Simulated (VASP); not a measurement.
# BiN with r2SCAN: from relaxation to properties

Aim: relax BiN, then compute properties on the relaxed cell. The steps: full relaxation (r2SCAN), second relaxation, density, ELF and potential (r2SCAN), band structure (r2SCAN), density of states (r2SCAN), band structure (r2SCAN + SOC), zone-centre phonons (r2SCAN) and field gradients at the nuclei (r2SCAN). The cell is invented: it takes the structure of a Materials Project entry for GaN (space group 216 there), with some of its atoms replaced by other elements, volume scaled by an estimate. It may not be a known or stable phase.

Main program and level: VASP 6.6.1; r2SCAN; plane waves and PAW (Bi_d, N), in the first sound run; inputs show where later runs differ.

## 1. The structure

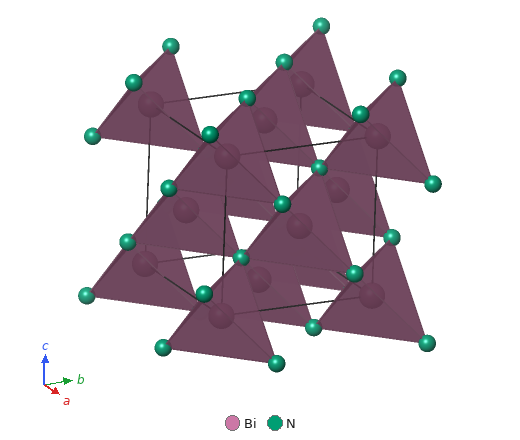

The cell as given, slightly off an axis (bismuth pink, nitrogen teal). This picture shows the conventional cell, with its axes. Some periodic images of atoms are drawn too.

As a file:

```xyz
2
Lattice="0.0000 2.5162 2.5162 2.5162 0.0000 2.5162 2.5162 2.5162 0.0000" Properties=species:S:1:pos:R:3 pbc="T T T"
Bi    0.0000    0.0000    0.0000
N     1.2581    1.2581    1.2581
```

## 2. Full relaxation (r2SCAN)

Properties are meant for the cell that this level of theory prefers, so cell and atoms are relaxed first (ISIF = 3) until forces and stress are small; EDIFFG sets the threshold. r2SCAN adds the kinetic-energy density, costs more than a GGA and is run with LASPH.

INCAR

```
SYSTEM = BiN
PREC = Accurate
ENCUT = 520
EDIFF = 1E-06
NELM = 100
ISMEAR = 0
SIGMA = 0.05
LREAL = .FALSE.
ALGO = Normal
METAGGA = R2SCAN
LASPH = .TRUE.
LORBIT = 11
LWAVE = .FALSE.
LCHARG = .FALSE.
IBRION = 2
NSW = 60
ISIF = 3
EDIFFG = -0.01
```

POSCAR

```
BiN
1.0
    0.0000000000      2.5161530000      2.5161530000
    2.5161530000      0.0000000000      2.5161530000
    2.5161530000      2.5161530000      0.0000000000
Bi N
1 1
Direct
    0.0000000000      0.0000000000      0.0000000000
    0.2500000000      0.2500000000      0.2500000000
```

KPOINTS

```
Automatic mesh
0
Gamma
9 9 9
0 0 0
```

Potentials, in the order of the species: Bi_d and N (PBE family, release 64).

On the command line:

```sh
> mpirun -np 1 vasp_std
```

Output:

```text
[banner, memory and clock lines left out]
running    1 mpi-ranks, on    1 nodes
 distrk:  each k-point on    1 cores,    1 groups
 distr:  one band on    1 cores,    1 groups

 POSCAR found type information on POSCAR BiN
 POSCAR found :  2 types and       2 ions
|                                                                             |
|               ----> ADVICE to this user running VASP <----                  |
|                                                                             |
|     You enforced a specific xc type in the INCAR file but a different       |
|     [... a line on the potential file left out ...]
|     I HOPE YOU KNOW WHAT YOU ARE DOING!                                     |
|                                                                             |

 LDA part: xc-table for (None), standard interpolation
 POSCAR, INCAR and KPOINTS ok, starting setup
 FFT: planning ... GRIDC
 FFT: planning ... GRID_SOFT
 FFT: planning ... GRID
 WAVECAR not read
 entering main loop
       N       E                     dE             d eps       ncg     rms          rms(c)
DAV:   1     0.118276112519E+03    0.11828E+03   -0.11297E+04   986   0.185E+03
DAV:   2    -0.586729537330E+02   -0.17695E+03   -0.17309E+03  1100   0.444E+02
DAV:   3    -0.723024451577E+02   -0.13629E+02   -0.13459E+02  1172   0.126E+02
DAV:   4    -0.726142016209E+02   -0.31176E+00   -0.31164E+00  1098   0.213E+01
DAV:   5    -0.726256024463E+02   -0.11401E-01   -0.11401E-01  1368   0.376E+00    0.884E+00
DAV:   6    -0.646645496218E+02    0.79611E+01   -0.14037E+01  1458   0.500E+01    0.295E+00
DAV:   7    -0.647553050170E+02   -0.90755E-01   -0.80523E-01   998   0.837E+00    0.178E+00
DAV:   8    -0.647596143272E+02   -0.43093E-02   -0.21996E-01  1344   0.695E+00    0.759E-01
DAV:   9    -0.647474612139E+02    0.12153E-01   -0.46488E-02  1458   0.294E+00    0.247E-01
DAV:  10    -0.647471081243E+02    0.35309E-03   -0.98273E-03  1214   0.164E+00    0.925E-02
DAV:  12    -0.647470094880E+02   -0.94519E-05   -0.69884E-05  1146   0.825E-02    0.683E-03
DAV:  13    -0.647470100013E+02   -0.51333E-06   -0.54001E-06  1166   0.332E-02
   1 F= -.64747010E+02 E0= -.64745967E+02  d E =-.647470E+02
 curvature:   0.00 expect dE= 0.000E+00 dE for cont linesearch  0.000E+00
 trial: gam= 0.00000 g(F)=  0.206E-46 g(S)=  0.554E+01 ort = 0.000E+00 (trialstep = 0.100E+01)
 search vector abs. value=  0.554E+01
 bond charge predicted
       N       E                     dE             d eps       ncg     rms          rms(c)
DAV:   1    -0.108810758128E+03   -0.44064E+02   -0.23924E+03  1220   0.129E+03    0.389E+01
DAV:   2    -0.757344560119E+02    0.33076E+02   -0.15676E+02  1084   0.150E+02    0.153E+01
DAV:   3    -0.675809413424E+02    0.81535E+01   -0.54511E+01  1356   0.706E+01    0.103E+01
DAV:   4    -0.647803654242E+02    0.28006E+01   -0.16963E+01  1282   0.431E+01    0.253E+00
DAV:   5    -0.648557875800E+02   -0.75422E-01   -0.17028E+00  1114   0.164E+01    0.135E+00
DAV:   6    -0.647765707396E+02    0.79217E-01   -0.25326E-01  1190   0.713E+00    0.467E-01
DAV:   7    -0.647676711848E+02    0.88996E-02   -0.31745E-02  1294   0.218E+00    0.175E-01
DAV:   8    -0.647671480990E+02    0.52309E-03   -0.41172E-03  1180   0.822E-01    0.565E-02
DAV:   9    -0.647670988418E+02    0.49257E-04   -0.48077E-04  1056   0.147E-01    0.207E-02
DAV:  10    -0.647671198748E+02   -0.21033E-04   -0.22680E-04   992   0.667E-02    0.268E-02
DAV:  11    -0.647671045863E+02    0.15288E-04   -0.83951E-05  1382   0.503E-02    0.305E-03
DAV:  12    -0.647671059044E+02   -0.13181E-05   -0.57224E-06  1006   0.155E-02    0.124E-03
DAV:  13    -0.647671060193E+02   -0.11483E-06   -0.24346E-07   532   0.415E-03
   2 F= -.64767106E+02 E0= -.64766360E+02  d E =-.200960E-01
[... from here on, the cycles between the ionic steps are left out ...]
   3 F= -.65828506E+02 E0= -.65828287E+02  d E =-.108150E+01
   4 F= -.65830674E+02 E0= -.65830430E+02  d E =-.108366E+01
   5 F= -.65830733E+02 E0= -.65830474E+02  d E =-.108372E+01
   6 F= -.65830734E+02 E0= -.65830475E+02  d E =-.146849E-05
   7 F= -.65830738E+02 E0= -.65830480E+02  d E =-.580735E-05
   8 F= -.65830738E+02 E0= -.65830480E+02  d E =0.882305E-07
   9 F= -.65830738E+02 E0= -.65830480E+02  d E =0.545342E-07
  10 F= -.65830738E+02 E0= -.65830480E+02  d E =-.317664E-07
  11 F= -.65830739E+02 E0= -.65830480E+02  d E =-.213085E-06
  12 F= -.65830739E+02 E0= -.65830481E+02  d E =-.573288E-06
  13 F= -.65830740E+02 E0= -.65830481E+02  d E =-.128755E-05
  14 F= -.65830741E+02 E0= -.65830483E+02  d E =-.271018E-05
  15 F= -.65830744E+02 E0= -.65830486E+02  d E =-.552984E-05
  16 F= -.65830749E+02 E0= -.65830492E+02  d E =-.108090E-04
  17 F= -.65830759E+02 E0= -.65830502E+02  d E =-.203604E-04
  18 F= -.65830774E+02 E0= -.65830518E+02  d E =-.359439E-04
  19 F= -.65830792E+02 E0= -.65830538E+02  d E =-.536370E-04
  20 F= -.65830772E+02 E0= -.65830523E+02  d E =-.335073E-04
 curvature:  -0.24 expect dE=-0.979E-05 dE for cont linesearch -0.979E-05
 ZBRENT: bracketing found
 ZBRENT: interpolating
 opt :   0.5501  next Energy=   -65.830801 (dE=-0.623E-04)
 bond charge predicted
       N       E                     dE             d eps       ncg     rms          rms(c)
DAV:   1    -0.658309370148E+02   -0.16468E-03   -0.41282E-03  1202   0.117E+00    0.708E-02
DAV:   2    -0.658308169621E+02    0.12005E-03   -0.42370E-04  1190   0.275E-01    0.268E-02
DAV:   3    -0.658307945320E+02    0.22430E-04   -0.95432E-05  1476   0.143E-01    0.127E-02
DAV:   4    -0.658307908536E+02    0.36784E-05   -0.22716E-05  1206   0.722E-02    0.253E-03
DAV:   5    -0.658307920654E+02   -0.12118E-05   -0.29377E-06   788   0.141E-02    0.206E-03
DAV:   6    -0.658307921260E+02   -0.60582E-07   -0.48352E-07   490   0.934E-03
  21 F= -.65830792E+02 E0= -.65830541E+02  d E =-.536947E-04
 curvature:  -0.21 expect dE=-0.337E-05 dE for cont linesearch -0.337E-05
 trial: gam= 0.00000 g(F)=  0.445E-45 g(S)=  0.159E-04 ort =-0.666E-04 (trialstep = 0.110E+00)
 search vector abs. value=  0.159E-04
 reached required accuracy - stopping structural energy minimisation
```

Run time: 4.9 min. Hardware: 1 MPI rank of Intel Xeon 6975P-C (Granite Rapids), shared host; peak memory 0.17 GiB.

Lines that name or quote the potential files are left out of all logs, and their timing lines are given in words.

OUTCAR, selected parts (step 2):

```text
ion  position               nearest neighbor table
   1  0.000  0.000  0.000-   2 2.18   2 2.18   2 2.18   2 2.18
   2  0.250  0.250  0.250-   1 2.18   1 2.18   1 2.18   1 2.18

  LATTYP: Found a face centered cubic cell.
 ALAT       =     5.0323060000

 Subroutine GETGRP returns: Found 24 space group operations
 (whereof 24 operations were pure point group operations)

The static configuration has the point symmetry T_d .

 Found     35 irreducible k-points:

   k-points           NKPTS =     35   k-points in BZ     NKDIM =     35   number of bands    NBANDS=     14

   dimension x,y,z NGX =    28 NGY =   28 NGZ =   28
   dimension x,y,z NGXF=    56 NGYF=   56 NGZF=   56

   ENCUT  =  520.0 eV  38.22 Ry    6.18 a.u.   6.62  6.62  6.62*2*pi/ulx,y,z

   NELECT =      20.0000    total number of electrons

 k-points in reciprocal lattice and weights: Automatic mesh
   0.00000000  0.00000000  0.00000000       0.001
   0.11111111  0.00000000  0.00000000       0.011
   0.22222222  0.00000000  0.00000000       0.011
   0.33333333  0.00000000  0.00000000       0.011
   0.44444444  0.00000000  0.00000000       0.011
   0.11111111  0.11111111  0.00000000       0.008
   0.22222222  0.11111111  0.00000000       0.033
   0.33333333  0.11111111  0.00000000       0.033
   0.44444444  0.11111111  0.00000000       0.033
[...]
-0.33333333  0.44444444  0.11111111       0.033
  -0.33333333  0.44444444  0.22222222       0.033

 average (electrostatic) potential at core
       1-111.2800       2 -64.9353

 E-fermi :   6.5472

 k-point     1 :       0.0000    0.0000    0.0000
  band No.  band energies     occupation
    ...
      6     -10.3896      2.00000
      7      -0.9417      2.00000
      8       4.2530      2.00000
      9       4.2530      2.00000
     10       4.2530      2.00000
     11       9.6833      0.00000
     12       9.6833      0.00000
     13       9.6833      0.00000
     14      13.2671      0.00000

 k-point     2 :       0.1111    0.0000    0.0000
  band No.  band energies     occupation
    ...
      6     -10.2512      2.00000
      7      -1.2709      2.00000
      8       4.1291      2.00000
      9       4.1291      2.00000
     10       4.2302      2.00000
     11       9.1716      0.00000
     12       9.8371      0.00000
     13       9.8371      0.00000
     14      14.2930      0.00000

 k-point     3 :       0.2222    0.0000    0.0000
  band No.  band energies     occupation
    ...
      6      -9.8580      2.00000
      7      -2.1271      2.00000
      8       3.8472      2.00000
      9       3.8472      2.00000
     10       4.0363      2.00000
     11       8.8751      0.00000
     12      10.1504      0.00000
     13      10.1504      0.00000
     14      14.9872      0.00000

  Total       -0.0148382     -0.0148382     -0.0148382     -0.0000000      0.0000000     -0.0000000
  in kB       -0.5709050     -0.5709050     -0.5709050     -0.0000000      0.0000000     -0.0000000
  external PRESSURE =      -0.5709050 kB  Pullay stress =       0.0000000 kB

  energy-cutoff  :      520.00
  volume of cell :       41.64
      direct lattice vectors                 reciprocal lattice vectors
     0.000000000  2.751054196  2.751054196    -0.181748510  0.181748510  0.181748510
     2.751054196  0.000000000  2.751054196     0.181748510 -0.181748510  0.181748510
     2.751054196  2.751054196  0.000000000     0.181748510  0.181748510 -0.181748510

 POSITION                                       TOTAL-FORCE (eV/Angst)
 -----------------------------------------------------------------------------------
      0.00000      0.00000      0.00000        -0.000000     -0.000000     -0.000000
      1.37553      1.37553      1.37553         0.000000      0.000000      0.000000
 -----------------------------------------------------------------------------------
    total drift:                               -0.000001     -0.000001     -0.000001

  FREE ENERGIE OF THE ION-ELECTRON SYSTEM (eV)
  ---------------------------------------------------
  free  energy   TOTEN  =       -65.8307921260 eV

  energy  without entropy=      -65.8302902171  energy(sigma->0) =      -65.83054117

 reached required accuracy - stopping structural energy minimisation

 total charge
# of ion       s       p       d       tot
------------------------------------------
    1        1.573   1.078   9.970  12.620
    2        1.341   2.223   0.000   3.564
--------------------------------------------------
tot          2.914   3.301   9.970  16.184

[... 3 further parts left out ...]
```

CONTCAR:

```
BiN
   1.00000000000000
     0.0000000000000000    2.7510541957100654    2.7510541957100654
     2.7510541957100654    0.0000000000000000    2.7510541957100654
     2.7510541957100654    2.7510541957100654    0.0000000000000000
  Bi              N
     1     1
Direct
     0.0000000000000000    0.0000000000000000    0.0000000000000000
     0.2500000000000000    0.2500000000000000    0.2500000000000000
```

The k-mesh is coarse for a metal. The PAW data sets were made with PBE, which is usual practice but a small mismatch for other functionals. After so large a change of volume the plane waves of the start cell no longer fit, so the final stress carries a basis-set error. The run keeps the 24 symmetry operations of its start, so it cannot find a distortion of lower symmetry.

The steps of the relaxation:

```tsv
step	energy less that of the first step (eV)	largest force (eV/Å)	pressure (GPa)	volume (Å³)
1	0.0000	0.0000	44.01	31.86
2	-0.0201	0.0000	-18.04	56.59
3	-1.0815	0.0000	-1.31	42.18
4	-1.0837	0.0000	-0.29	41.75
5	-1.0837	0.0000	0.23	41.53
6	-1.0837	0.0000	0.24	41.54
7	-1.0837	0.0000	0.24	41.54
8	-1.0837	0.0000	0.22	41.54
9	-1.0837	0.0000	0.21	41.54
10	-1.0837	0.0000	0.21	41.54
11	-1.0837	0.0000	0.21	41.54
12	-1.0837	0.0000	0.21	41.54
13	-1.0837	0.0000	0.22	41.54
14	-1.0837	0.0000	0.22	41.54
15	-1.0837	0.0000	0.23	41.54
16	-1.0837	0.0000	0.23	41.55
17	-1.0837	0.0000	0.19	41.56
18	-1.0838	0.0000	0.15	41.57
19	-1.0838	0.0000	0.08	41.61
20	-1.0838	0.0000	-0.09	41.68
21	-1.0838	0.0000	-0.06	41.64
```

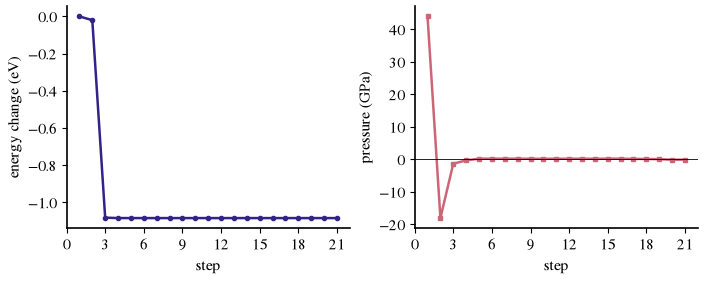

Energy and pressure along the relaxation.

```tsv
conventional cell, symmetrised	before	after	change
a (Å)	5.032	5.502	+9.3 %
b (Å)	5.032	5.502	+9.3 %
c (Å)	5.032	5.502	+9.3 %
volume (Å³/atom)	15.93	20.82	+30.7 %
```

The relaxed structure:

```
Bi N
1.0
     0.00000    2.75105    2.75105
     2.75105    0.00000    2.75105
     2.75105    2.75105    0.00000
Bi N
1 1
Direct
  0.00000 0.00000 0.00000
  0.25000 0.25000 0.25000
```

This step gave:

* electrons: 20
* bands: 14
* irreducible k-points: 35
* symmetry operations: 24
* free energy (TOTEN): -65.8308 eV
* energy at zero smearing: -65.8305 eV
* Fermi energy: 6.547 eV
* pressure: -0.05709 GPa
* metallic: yes
* SCF cycles over all ionic steps: 103

It ends with forces that vanish by symmetry and a pressure of -0.06 GPa.

(Continued in part 2 of 4.)

[Lines on the potential files, build, host, timing and source positions are cut from VASP's logs without a mark.]

[Logs are printed without paths, hosts, clocks, repeated set-up lines and the standing remarks that a program may print on its own settings, such as how far it seeks lower states.]

[Hosts, paths, dates, database ids (printed as entryN), source tags and the programs' standing remarks are cut or masked in the printed files.]

[A measured line is paired with the nearest computed mode of its activity, which favours agreement.]
